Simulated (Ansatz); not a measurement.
One crystal and one scan (scan of one atom of the cell) at two levels, PBE (plane waves to 420 eV, PAW, scalar-relativistic; Ansatz, a program for electronic structure) and r2SCAN (plane waves to 500 eV, PAW, scalar-relativistic; Ansatz), each from its own relaxed cell and on its own mesh. The cell shown is that of PBE.

Relaxed CeO$_{2}$ (fluorite):

```
CELL_PARAMETERS angstrom
      0.00000     2.73224     2.73224
      2.73224     0.00000     2.73224
      2.73224     2.73224     0.00000
ATOMIC_POSITIONS crystal
  Ce 0.00000 0.00000 0.00000
  O  0.25000 0.25000 0.25000
  O  0.75000 0.75000 0.75000
```

In each cell atom 1 (Ce, nearest neighbour O at 2.366 Å; its periodic images, 3.9 Å or more away, move with it) moves by s·(1.000, 0.000, 0.000) (along Cartesian x), the rest being held.

Energies are smeared free energies. CeO2 is run without spin polarisation. CeO2 was relaxed with its symmetry unable to fall. The PAW data are Ansatz's earlier set. The filling of the f shell was not checked against other fillings, so treat energies with care. Percentages come from the unrounded values. Both scans cover s from -0.240 to 0.240 Å.

| quantity | PBE | r2SCAN | PBE − r2SCAN |
|---|---|---|---|
| Lattice constant a (Å) | 5.464 | 5.438 | +0.026 (+0.5 %) |
| Band gap of the relaxed cell, no spin-orbit coupling (eV) | 1.87 | 2.16 | -0.29 (-13 %) |
| Energy at s = 0.240 Å (meV/cell) | 184.1 | 202.9 | -18.8 (-9.3 %) |
| Force along the line at s = -0.240 Å (eV/Å) | 1.570 | 1.725 | -0.155 (-9.0 %) |
| Force constant k = d²E/ds² at s = 0 (finite differences) (eV/Å²) | 6.20 | 6.87 | -0.67 (-9.8 %) |

PBE gives the higher value for: lattice constant a. PBE gives the lower value for: band gap of the relaxed cell, no spin-orbit coupling; energy at s = 0.240 Å; force along the line at s = -0.240 Å; force constant k = d²E/ds² at s = 0. Both give the same symmetry of the curve: even: the same for both signs. Neither level is exact: the differences show how much the result hangs on the functional.

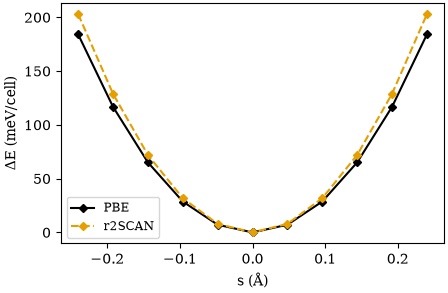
Fig. 1. ΔE, each from the undisplaced structure of its own level.

(A displaced cell: forces are minus the slopes of the energy, force constants its curvatures, and phonons follow from these.)
